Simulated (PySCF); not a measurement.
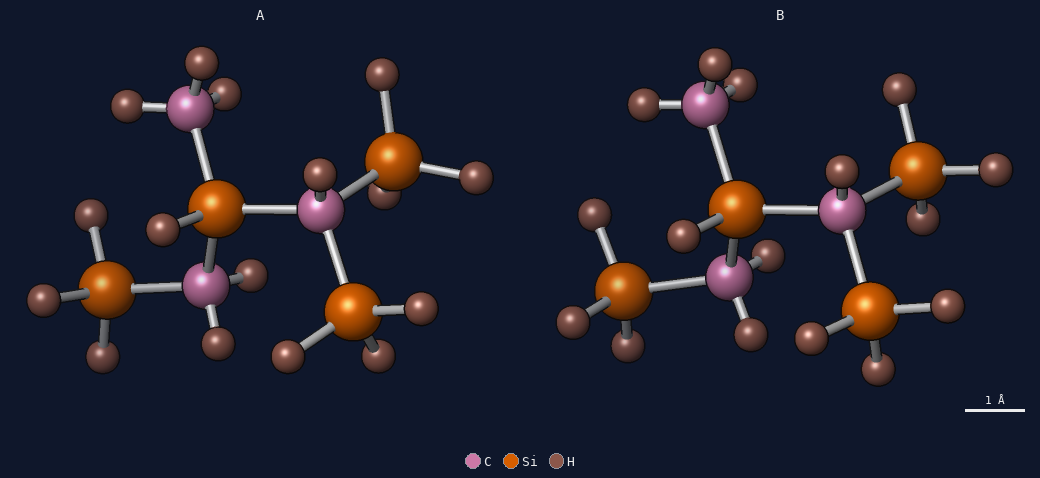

Two geometries of C3H16Si4, drawn at one scale. One is the start of a relaxation, the other its converged end. The picture is a ball-and-stick view, seen at a tilt.

Method: PBE0-D3(BJ)/def2-SVP geometry optimisation, gas phase (PySCF 2.14.0, density-fitted response routines). 

Which geometry has the lower energy?

Answer. Structure A is the relaxed one. The start comes from GFN2-xTB. Its atoms were then displaced at random by about 0.01 Å. An H atom moves most after the best rigid fit: 0.55 Å. By element the largest moves are H 0.55 Å, C 0.25 Å, Si 0.20 Å. Among the contacts that change: C–Si 1.948 → 1.879 Å, H–Si 1.442 → 1.496 Å, C–Si 1.927 → 1.879 Å, C–H 1.063 → 1.102 Å. Bond angles that change, for instance: C–Si–H 108.0° → 111.2°, H–Si–H 110.7° → 108.0°, H–C–H 110.0° → 107.7°. After 16 geometry steps the energy has fallen by 5.78 kcal/mol. The run took 3.9 min on 1 thread of Intel(R) Xeon(R) 6975P-C (shared host).
